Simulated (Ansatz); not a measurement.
```xyz
9

Cl   -2.7501    1.2954    3.3142
N    -2.3316   -0.0974    0.3406
N    -0.5498    1.5837    1.2517
Si   -2.4577    1.2501    1.2157
H    -3.1078   -0.6766    0.0426
H    -2.9719    2.5955    0.8123
H    -0.2758    0.7049    0.7869
H    -0.2215    2.3839    0.7087
H    -0.1621    1.6271    2.1961
```

Geometry: PBE0-D3(BJ)/def2-SVP.

All numbers below come from isolated molecule in a Gaussian basis; Kohn-Sham density functional theory, functional PBE0 in Ansatz.

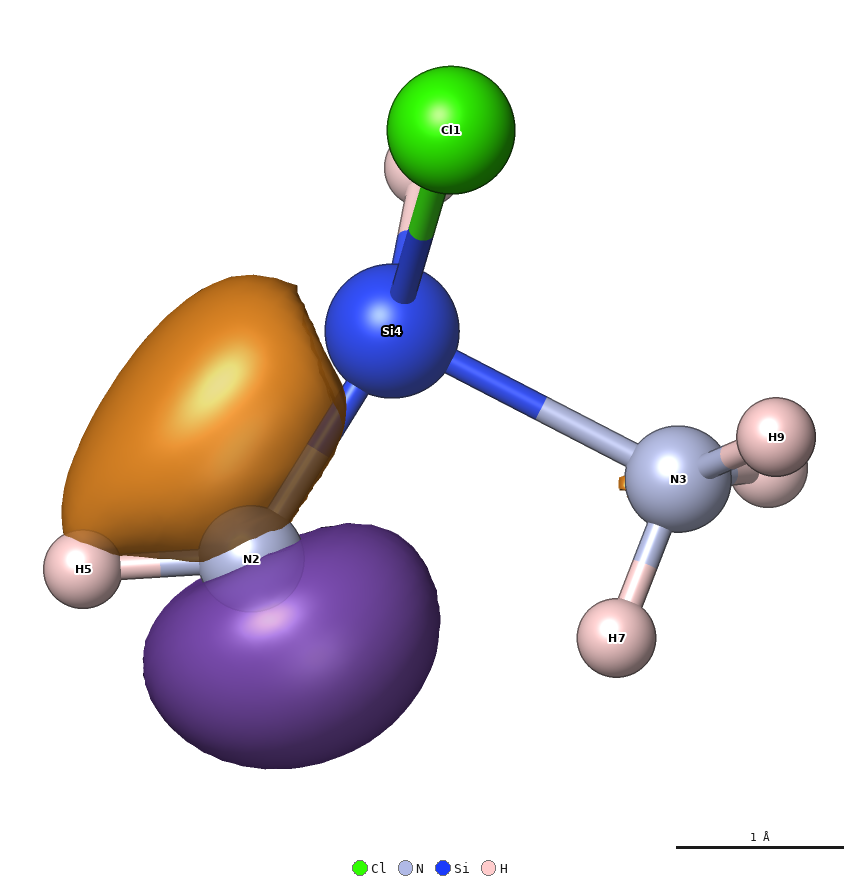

ClH$_{5}$N$_{2}$Si. The HOMO−1 at ±0.2 Å⁻³ᐟ² (orange and purple are the two phases), seen at a tilt.

What is the character of this orbital?

It lies mainly on N2 (about 65 %) and Si4 (about 15 %); largely a lone pair of N2. Its energy is −6.92 eV.
